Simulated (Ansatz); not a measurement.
BF$_{2}$Si (SMILES FB(F)[Si]) (doublet)

The calculation's input:

```
crystal:
  periodic: [false, false, false]
  atoms:
    - {symbol: B, position_ang: [0.432454, 0.655962, 0.497254]}
    - {symbol: F, position_ang: [0.164481, 0.443377, 1.786134]}
    - {symbol: F, position_ang: [0.183862, 1.879108, 0.027858]}
    - {symbol: Si, position_ang: [1.187313, -0.820817, -0.700346]}
basis:
  gaussian:
    orbitals: def2-TZVPD
magnetization:
  spin_polarized: true
  initial_magnetization: 1
hamiltonian:
  xc: pbe0
output:
  forces: true
  orbitals: {seedname: orbitals}
```

Launched as:

```sh
ansatz run input.yaml --threads 1 --pin off --max-ram 2610MiB --events-out events.jsonl --progress --plain --runs-dir runs
```

Geometry: B3LYP/6-31G*.

The calculation used isolated molecule in a Gaussian basis; Kohn-Sham density functional theory, functional PBE0 (Ansatz 0.2.0).

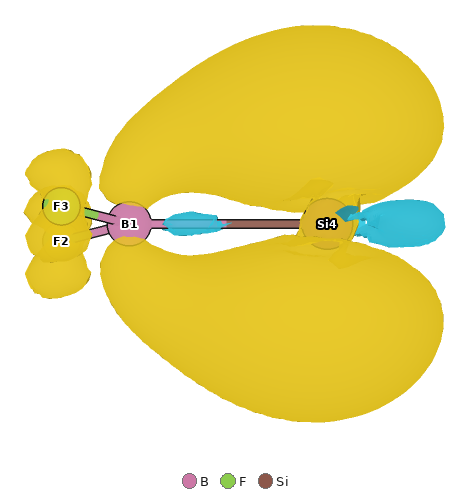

Figure 1. Isosurfaces of the spin density (α minus β) at +0.015 (yellow) and −0.015 e/Å³ (cyan), seen from one side.

Question: Which atoms carry the spin?

Answer: The unpaired spin (1 electron) lies mostly on Si4 (about 0.8) and B1 (about 0.1), in electrons by Hirshfeld's partition.

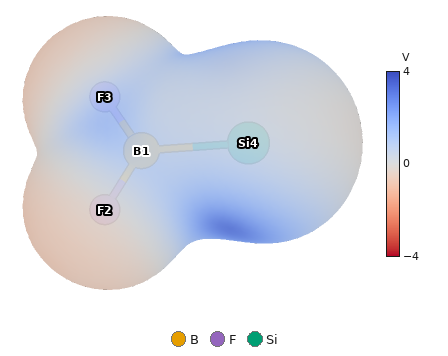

Figure 2. The molecular electrostatic potential painted on the density surface at 0.002 e/bohr³, seen at a tilt; red is negative and blue positive.

Question: Describe the electrostatic potential map.

Answer: The most negative region (about −0.7 V) lies over F2 and F3, the most positive (about +2.9 V) over Si4.

Question: How polar is the molecule by this calculation?

Answer: Its dipole moment is 1.28 D.

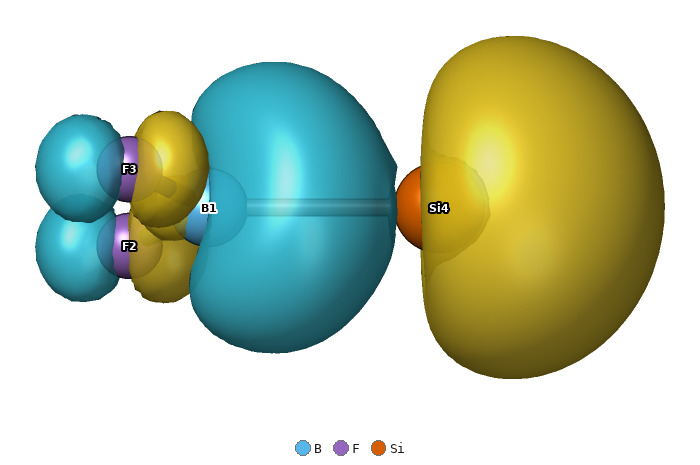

Figure 3. The HOMO (β) at ±0.1 Å⁻³ᐟ² (yellow and cyan are the two phases), seen from one side.

Question: Describe this orbital and give its energy.

Answer: By Hirshfeld shares it lies mainly on Si4 (about 70 %) and B1 (about 20 %); it is symmetric in the molecular plane (an in-plane orbital: σ, lone-pair or in-plane π type). Its energy is −7.34 eV.

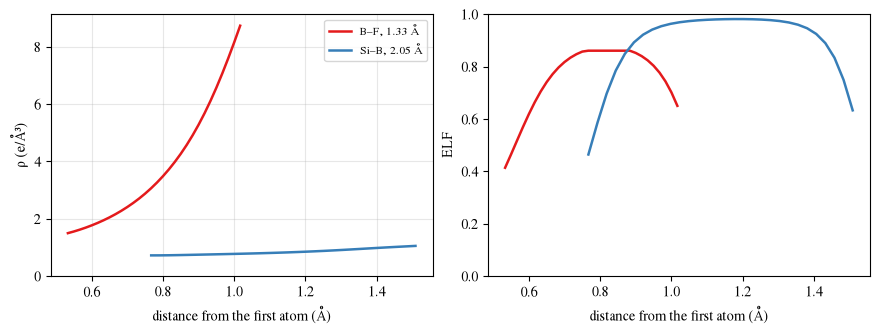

Figure 4. Total electron density and electron localisation function along straight lines between neighbouring atoms. The curves leave out the atomic cores.

Question: Compare the contacts.

Answer: B–F (1.33 Å): ρ at the midpoint is about 2.2 e/Å³; the ELF peaks at about 0.85 between the atoms: a shared but strongly polarised pair.
Si–B (2.05 Å): the density is about 0.78 e/Å³ at the midpoint; the ELF peaks at about 1 between the atoms, as expected for a shared electron pair.
